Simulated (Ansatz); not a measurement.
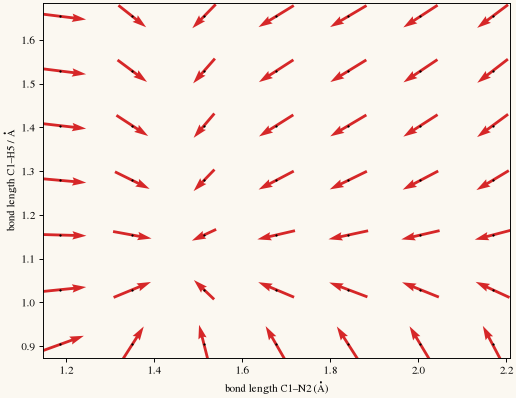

CH6AlNSi, SMILES C[N]1[AlH][SiH2]1. Coordinates scanned: (1) bond length C1–N2; (2) bond length C1–H5. Nothing is relaxed (all other coordinates rigid). The scan uses a 7 × 7 grid. Points are written as (first, second). The reference is spin-restricted, which grows unreliable where a bond is stretched far. Level of theory: RKS r2SCAN-D4/def2-SVP (Ansatz).

The picture shows dots at the grid points, arrows along the force (downhill), their lengths compressed.

Q: The arrows alone are given. Where is the energy lowest?

A: The arrows converge at about (1.443 Å, 1.101 Å) (read from the interpolated surface).

The energy map of the same scan:

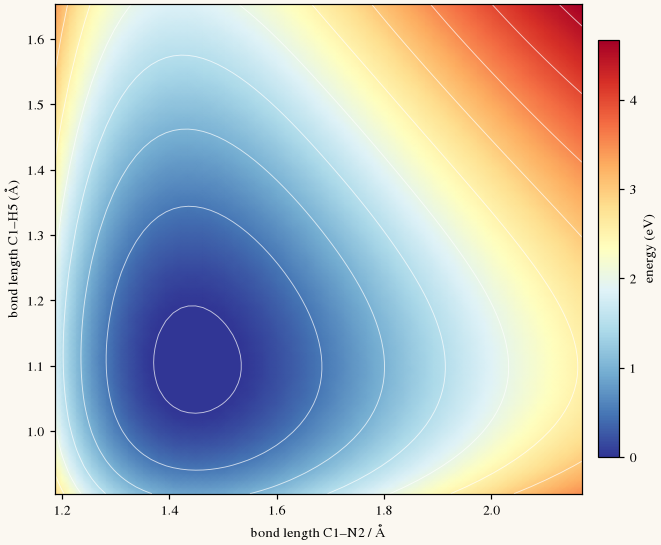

Energies are in eV, from the lowest grid point; between grid points the surface is interpolated.
